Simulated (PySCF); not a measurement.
```tsv
atom	x (Å)	y (Å)	z (Å)
La	0.0000	0.0000	-0.6712
O	1.6809	-0.0347	0.5290
H	2.3190	-0.0468	1.2519
O	-1.6809	0.0347	0.5290
H	-2.3190	0.0468	1.2519
```

Core potentials replace the inner electrons of La.

The calculation used RKS PBE0, La lcecp-1-SVP with ECP46, O def2-SVP, H def2-SVP; non-relativistic Hamiltonian with scalar-relativistic core potentials where named; density fitting in PySCF.

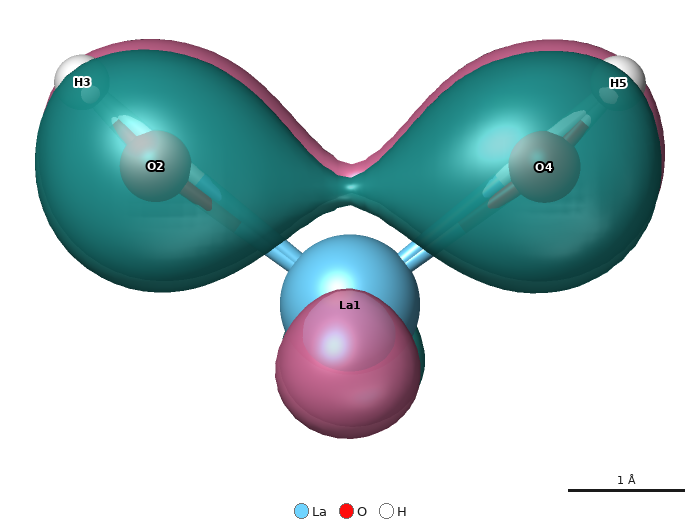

H₂LaO₂ (charge +1). The HOMO−1 at ±0.08 Å⁻³ᐟ² (teal and pink are the two phases), seen across its widest extent.

**Describe this orbital and give its energy.**

By Hirshfeld shares it lies mainly on O2 (about 40 %), O4 (about 40 %) and La1 (about 15 %); it changes sign across the molecular plane (π type); π-antibonding (a node) across La1–O2 and La1–O4. Its energy is −13.40 eV.
